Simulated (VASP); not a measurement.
Band structure of FeBi (space group R3m). These are PBE GGA, VASP's PBE PAW potentials (set 64) (plane waves; VASP 6.6.1) values and carry that method's errors.

Unless said otherwise, spin-orbit coupling is left out, though it shifts the bands of the heavy elements here.

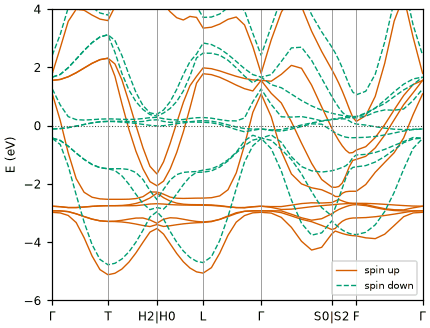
Figure: Bands along high-symmetry lines, zero at the valence-band maximum or, without a gap, the Fermi level

Read the plot: is there a gap, and where are the band edges?

It has no gap at this level: it comes out as a metal or semimetal.

The structure was generated: FeBi was put into an ordered model structure, which need not be its known phase. The cell was not relaxed at this level. The k-mesh is coarse (spacing up to 0.37 per Å, 2π included), so the numbers may not be converged in it.
